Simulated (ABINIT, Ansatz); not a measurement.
# Converging GW for K2H6Pt (Fm-3m) in ABINIT, part 2 of 2

Aim: raise bands and screening cutoff together for K2H6Pt (Fm-3m) and follow gap and time.

ABINIT 10.8.3; LDA and many-body steps on it, plane waves. Known limits of the many-body steps: not at the basis limit; no spin polarisation; d states lean on the start; no spin-orbit coupling; coarse k mesh.

So far. Step 3 (Screening, 2×2×2 mesh, 48 bands, screening to 62.6 eV): Local fields lower ε∞ by 21 %. On a Γ-centred mesh this coarse the value itself is usually too large, while a short band sum pulls it down. Step 4 (48 bands, 62.6 eV): The gap on the mesh goes from 3.72 eV to 5.98 eV, a correction of +2.26 eV.

## 6. 109 bands, 114.3 eV

This step: G0W0 on LDA, plane waves, norm-conserving pseudopotentials.

run.abi

```
acell 3*1.0 Angstrom
rprim 
  0.000000000000 4.060020550000 4.060020550000
  4.060020550000 0.000000000000 4.060020550000
  4.060020550000 4.060020550000 0.000000000000
ntypat 3
znucl 19 1 78
natom 9
typat 1 1 2 2 2 2 2 2 3
xred 
  0.750000000000 0.750000000000 0.750000000000
  0.250000000000 0.250000000000 0.250000000000
  0.797862200000 0.797862200000 0.202137800000
  0.202137800000 0.797862200000 0.202137800000
  0.797862200000 0.202137800000 0.202137800000
  0.202137800000 0.202137800000 0.797862200000
  0.797862200000 0.202137800000 0.797862200000
  0.202137800000 0.797862200000 0.797862200000
  0.000000000000 0.000000000000 0.000000000000
pp_dirpath "pseudos"
pseudos "K.upf, H.upf, Pt.upf"
ecut 34
ngkpt 2 2 2
nshiftk 1
shiftk 0 0 0
kptopt 1
chksymbreak 0
istwfk *1
occopt 1
irdwfk 1
optdriver 4
nband 109
gwcalctyp 0
ecutsigx 34
symsigma 1
nkptgw 3
kptgw 
  0.5000000000 0.0000000000 0.0000000000
  0.5000000000 0.5000000000 0.0000000000
  0.0000000000 0.0000000000 0.0000000000
bdgw 
  20 23
  20 23
  19 24
ecuteps 4.2
irdscr 1
ppmodel 1
indata_prefix "in"
outdata_prefix "out"
tmpdata_prefix "tmp"
```

Started as:

```sh
> OMP_NUM_THREADS=1 mpirun -n 4 abinit run.abi > log
```

Numbers of over 12 decimals in the logs are rounded to 6 here.

The log of the run:

```text
.Version 10.8.3 of ABINIT. v10.8.2 released Aug 2026.

 Symmetries : space group Fm -3 m (#225); Bravais cF (face-center cubic)
[... echo of the input left out ...]
== DATASET  1 ==================================================================
-   mpi_nproc: 4, omp_nthreads: 1 (-1 if OMP is not activated)

--- !DatasetInfo
iteration_state: {dtset: 1, }
dimensions: {natom: 9, nkpt: 3, mband: 109, nsppol: 1, nspinor: 1, nspden: 1, mpw: 8609, }
cutoff_energies: {ecut:  34.0, pawecutdg:  -1.0, }
electrons: {nelect:   4.20000000E+01, charge:   0.00000000E+00, occopt:   1.00000000E+00, tsmear:   1.00000000E-02, }

 SIGMA: Calculation of the GW corrections

 Based on a program developped by R.W. Godby, V. Olevano, G. Onida, and L. Reining.
 Incorporated in ABINIT by V. Olevano, G.-M. Rignanese, and M. Torrent.
.Using double precision arithmetic ; gwpc =  8

[... cell and pseudopotentials left out ...]
--------------------------------------------------------------------------------

 ==== K-mesh for the wavefunctions ====
 Number of points in the irreducible wedge :     3
[... list of points left out ...]
 Together with 48 symmetry operations and time-reversal symmetry
 yields     8 points in the full Brillouin Zone.

 ==== Q-mesh for screening function ====
 Number of points in the irreducible wedge :     3
[... list of points left out ...]
 Together with 48 symmetry operations and time-reversal symmetry
 yields     8 points in the full Brillouin Zone.

 vcoul_init : cutoff-mode = AUXILIARY_FUNCTION
 q-points for optical limit:   1
     1)      0.000010    0.000020    0.000030
 setmesh: FFT mesh size selected  =    60x   60x   60
          total number of points  =       216000

 Number of electrons calculated from density =   42.0000; Expected =   42.0000
[...]
Perturbative Calculation

--- !SelfEnergy_ee
iteration_state: {dtset: 1, }
kpoint     : [   0.500,    0.000,    0.000, ]
spin       : 1
KS_gap     :    5.469
QP_gap     :    8.148
Delta_QP_KS:    2.679
data: !SigmaeeData |
     Band     E0 <VxcDFT>   SigX SigC(E0)      Z dSigC/dE  Sig(E)    E-E0       E
       20   0.204 -11.659 -14.635   1.861   0.822  -0.217 -12.576  -0.917  -0.713
       21   0.204 -11.659 -14.635   1.861   0.822  -0.217 -12.576  -0.917  -0.713
       22   5.673 -11.930  -7.508  -2.332   0.843  -0.186 -10.169   1.762   7.435
[...]
--- !SelfEnergy_ee
iteration_state: {dtset: 1, }
kpoint     : [   0.500,    0.500,    0.000, ]
spin       : 1
KS_gap     :    3.838
QP_gap     :    6.234
Delta_QP_KS:    2.396
data: !SigmaeeData |
     Band     E0 <VxcDFT>   SigX SigC(E0)      Z dSigC/dE  Sig(E)    E-E0       E
[...]
--- !SelfEnergy_ee
iteration_state: {dtset: 1, }
kpoint     : [   0.000,    0.000,    0.000, ]
spin       : 1
KS_gap     :    5.219
QP_gap     :    7.450
Delta_QP_KS:    2.232
data: !SigmaeeData |
     Band     E0 <VxcDFT>   SigX SigC(E0)      Z dSigC/dE  Sig(E)    E-E0       E
[...]
23   6.121 -12.607  -7.789  -2.421   0.842  -0.187 -10.588   2.019   8.140
       24   6.121 -12.607  -7.789  -2.421   0.842  -0.187 -10.588   2.019   8.140

 New Fermi energy :        8.683446E-02 Ha ,    2.362886E+00 eV

 === QP Band Gaps ===
  >>>> For spin  1
   Minimum direct gap =   6.2344 [eV], located at k-point      :   0.5000  0.5000  0.0000
   Fundamental gap    =   6.0662 [eV], Top of valence bands at :   0.5000  0.0000  0.0000
                                       Bottom of conduction at :   0.5000  0.5000  0.0000

== END DATASET(S) ==============================================================
================================================================================

 -outvars: echo values of variables after computation  --------
           etotal      0.0000000000E+00
            nband         109
             nkpt           3
          spgroup         225
 [... the other variables as echoed above ...]

 Calculation completed.
```

Elapsed: 14 s, on 4 MPI ranks of Arm Neoverse V1, shared host; peak memory 1 GiB.

This step gave:

```yaml
g0w0_gap_on_the_points_computed: 6.066 eV
starting_gap_on_the_mesh: 3.719 eV
k_of_the_valence_top: 0.5, 0, 0
k_of_the_conduction_bottom: 0.5, 0.5, 0
z_at_the_valence_top: 0.822
z_at_the_conduction_bottom: 0.851
least_direct_g0w0_gap_on_the_computed_points: 6.234 eV
```

Against G0W0 in ABINIT (2×2×2 mesh, 48 bands, screening to 62.6 eV, Godby-Needs plasmon pole), the gap moves by +0.084 eV.

## 7. Screening, 2×2×2 mesh, 238 bands, screening to 176.9 eV

This step: RPA screening on LDA, plane waves, norm-conserving pseudopotentials.

Edit run.abi of step 6 so:

```diff
@@ -30,19 +30,8 @@
 irdwfk 1
-optdriver 4
-nband 109
-gwcalctyp 0
-ecutsigx 34
-symsigma 1
-nkptgw 3
-kptgw 
-  0.5000000000 0.0000000000 0.0000000000
-  0.5000000000 0.5000000000 0.0000000000
-  0.0000000000 0.0000000000 0.0000000000
-bdgw 
-  20 23
-  20 23
-  19 24
-ecuteps 4.2
-irdscr 1
-ppmodel 1
+optdriver 3
+nband 238
+ecuteps 6.5
+inclvkb 2
+awtr 1
+symchi 1
 indata_prefix "in"
```

The log of the run:

```text
.Version 10.8.3 of ABINIT. v10.8.2 released Aug 2026.

 Symmetries : space group Fm -3 m (#225); Bravais cF (face-center cubic)
[... echo of the input left out ...]
== DATASET  1 ==================================================================
-   mpi_nproc: 4, omp_nthreads: 1 (-1 if OMP is not activated)

--- !DatasetInfo
iteration_state: {dtset: 1, }
dimensions: {natom: 9, nkpt: 3, mband: 238, nsppol: 1, nspinor: 1, nspden: 1, mpw: 8609, }
cutoff_energies: {ecut:  34.0, pawecutdg:  -1.0, }
[...]
--------------------------------------------------------------------------------
[... chi0 elements left out ...]
 For q-point:  0.000010 0.000020 0.000030
  dielectric constant =   3.0051
  dielectric constant without local fields =   3.8815

  Average fulfillment of the sum rule on Im[epsilon] for q-point    1 :     75.55  [%]
[... wings left out ...]
  q-point number  2        q = ( 0.500000, 0.000000, 0.000000) [r.l.u.]
--------------------------------------------------------------------------------
[... chi0 elements left out ...]
  Average fulfillment of the sum rule on Im[epsilon] for q-point    2 :     79.63  [%]

 [... 1 further q-points ...]
```

Run time: 64 s. Hardware: 4 MPI ranks; peak memory 2.4 GiB; 4.2 min of CPU time.

Numbers from this step:

```
ε∞ with local fields, on this mesh, along the program's q direction : 3.005
the same without local fields                                       : 3.881
plasma frequency                                                    : 20.80 eV
plane waves in the screening matrix                                 : 725
```

## 8. 238 bands, 176.9 eV

This step: G0W0 on LDA, plane waves, norm-conserving pseudopotentials.

Edit run.abi of step 7 so:

```diff
@@ -30,8 +30,19 @@
 irdwfk 1
-optdriver 3
+optdriver 4
 nband 238
+gwcalctyp 0
+ecutsigx 34
+symsigma 1
+nkptgw 3
+kptgw 
+  0.5000000000 0.0000000000 0.0000000000
+  0.5000000000 0.5000000000 0.0000000000
+  0.0000000000 0.0000000000 0.0000000000
+bdgw 
+  20 23
+  20 23
+  19 24
 ecuteps 6.5
-inclvkb 2
-awtr 1
-symchi 1
+irdscr 1
+ppmodel 1
 indata_prefix "in"
```

The log of the run:

```text
.Version 10.8.3 of ABINIT. v10.8.2 released Aug 2026.

 Symmetries : space group Fm -3 m (#225); Bravais cF (face-center cubic)
[... echo of the input left out ...]
== DATASET  1 ==================================================================
-   mpi_nproc: 4, omp_nthreads: 1 (-1 if OMP is not activated)

--- !DatasetInfo
iteration_state: {dtset: 1, }
dimensions: {natom: 9, nkpt: 3, mband: 238, nsppol: 1, nspinor: 1, nspden: 1, mpw: 8609, }
cutoff_energies: {ecut:  34.0, pawecutdg:  -1.0, }
[...]
Minimum direct gap =   6.3344 [eV], located at k-point      :   0.5000  0.5000  0.0000
   Fundamental gap    =   6.1747 [eV], Top of valence bands at :   0.5000  0.0000  0.0000
                                       Bottom of conduction at :   0.5000  0.5000  0.0000

== END DATASET(S) ==============================================================
================================================================================

 -outvars: echo values of variables after computation  --------
           etotal      0.0000000000E+00
            nband         238
             nkpt           3
          spgroup         225
 [... the other variables as echoed above ...]

 Calculation completed.
```

It took 80 s on 4 MPI ranks; peak memory 2.2 GiB.

Numbers from this step:

```
G0W0 gap on the points computed              : 6.175 eV
starting gap on the mesh                     : 3.719 eV
k of the valence top                         : 0.5, 0, 0
k of the conduction bottom                   : 0.5, 0.5, 0
least direct G0W0 gap on the computed points : 6.335 eV
```

Against G0W0 in ABINIT (2×2×2 mesh, 109 bands, screening to 114.3 eV, Godby-Needs plasmon pole), the gap moves by +0.109 eV.

## 9. The runs together

Times are wall times on 4 MPI ranks of Arm Neoverse V1, shared host, good to a factor of about two. A run's time includes the screening step that it read.

| run | mesh | bands | screening cutoff (eV) | DFT gap (eV) | gap on the mesh (eV) | direct (eV) | ε∞ used | time |
| --- | --- | --- | --- | --- | --- | --- | --- | --- |
| 48 bands, 62.6 eV | 2×2×2 | 48 | 62.6 | 3.719 | 5.982 | 6.160 | 2.98 | 14 s |
| 109 bands, 114.3 eV | 2×2×2 | 109 | 114.3 | 3.719 | 6.066 | 6.234 | 3.00 | 34 s |
| 238 bands, 176.9 eV | 2×2×2 | 238 | 176.9 | 3.719 | 6.175 | 6.335 | 3.01 | 2.4 min |

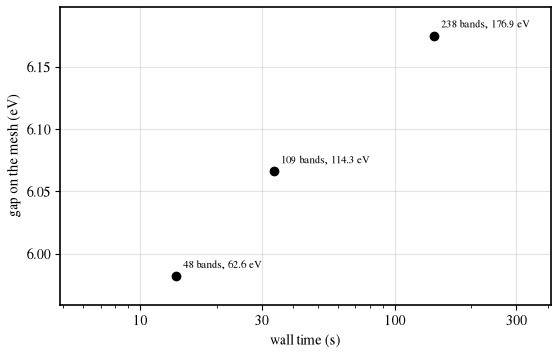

Result against wall time.

## 10. Results

```yaml
48_bands_62p6_ev: 5.982 eV
109_bands_114p3_ev: 6.066 eV
238_bands_176p9_ev: 6.175 eV
known_limits: not at the basis limit; no spin polarisation; d states lean on the start; no spin-orbit coupling; coarse k mesh
```

From the first rung to the last the gap moves by +0.19 eV for 10 times the time. The steps are not yet shrinking, so no limit is drawn. The 2×2×2 mesh is coarse for this cell, which bears on the long-range parts of exchange and screening. The runs have no spin polarisation. For a closed low-spin shell that is the natural state; where a d or f shell is open it is a constraint, and the gap is then not the crystal's own. With d states at the gap, one-shot GW leans hard on its start. The many-body steps are scalar-relativistic: spin-orbit coupling is not in them.

[Paths, hosts, dates, memory and timing lines, banners, echoed tables and standing remarks are left out of the program output.]

[Logs are printed without paths, hosts, clocks, repeated set-up lines and the standing remarks that a program may print on its own settings, such as how far it seeks lower states.]

[Runs of the session that timed out or met a known fault of the program may be left out.]

[Hosts, paths, dates, database ids (printed as entryN), source tags and the programs' standing remarks are cut or masked in the printed files.]

[G0W0 gaps are taken among the corrected bands and points alone; a level outside them can change the order at an edge.]

[Where Ansatz stands beside ABINIT at settings called matched, ABINIT's density can come from a denser mesh and the files from another edition; pairs whose starting gaps differed by over 0.03 eV were left out, so agreement reads better than it is.]
